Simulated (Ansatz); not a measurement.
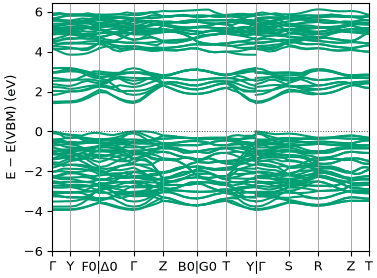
Fig. 1. Band structure from PBE (plane waves, PAW; program Ansatz)

### Question
Read off the gap and where the band edges lie.

### Answer
About 1.4 eV (1.42 eV by a search for the band edges); maximum on the Γ–Z line, 29 % of the way from Γ, minimum at Γ.

The material is Ca₃Zr₂S₇ in space group Cmc2_1 (No. 36; Pearson symbol oS48).

The start of the workflow was typed in or built on a structure type; neither database checked (COD, Materials Project) lists it. Whether it is the stable phase at ambient conditions was not checked. The PBE relaxation kept the symmetry of its start; its stability against distortions is not shown here. No spin polarisation was allowed. Scalar-relativistic: spin–orbit coupling is off unless named, which matters more the heavier the elements.

Potentials: the later of the program's two PAW sets.
